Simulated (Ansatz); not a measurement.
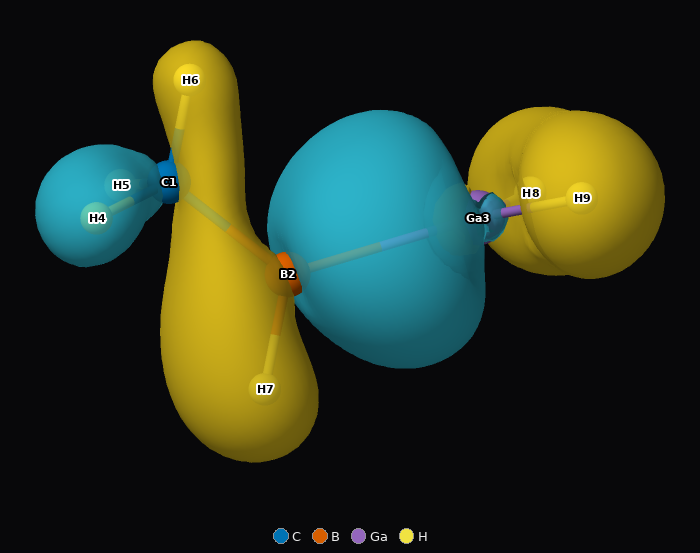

CH₆BGa (SMILES C[BH][GaH2]). One frontier orbital at ±0.1 Å⁻³ᐟ² (yellow and cyan are the two phases), seen at a tilt.

Geometry: PBE0-D4/def2-TZVP.

The calculation used RKS PBE0-D4/def2-TZVPP in Ansatz.

Input file:

```
crystal:
  periodic: [false, false, false]
  atoms:
    - {symbol: C, position_ang: [-0.655962, 1.050474, -0.726069]}
    - {symbol: B, position_ang: [-0.436046, -0.403635, -0.216425]}
    - {symbol: Ga, position_ang: [1.038694, -1.022191, 1.111101]}
    - {symbol: H, position_ang: [-1.704776, 1.292797, -0.920296]}
    - {symbol: H, position_ang: [-0.175744, 1.049276, -1.720507]}
    - {symbol: H, position_ang: [-0.191167, 1.855171, -0.155028]}
    - {symbol: H, position_ang: [-1.154214, -1.249052, -0.686624]}
    - {symbol: H, position_ang: [2.492175, -1.430881, 0.648484]}
    - {symbol: H, position_ang: [0.787030, -1.141950, 2.665354]}
basis:
  gaussian: {orbitals: def2-TZVPP}
hamiltonian: {xc: pbe0, dispersion: d4}
output: {orbitals: {seedname: orbitals}}
```

Launched as:

```sh
ansatz run in.yaml --threads 2 --pin off --events-out ev --progress --plain --max-ram 22528MiB --backend cpu
```

Which orbital is it: HOMO or LUMO?

Answer. The HOMO, at −7.13 eV. Its weight (Hirshfeld) is mainly on Ga3 (about 35 %), B2 (about 30 %), H8 (about 10 %), H9 (about 10 %), H7 (about 5 %) and C1 (about 5 %).
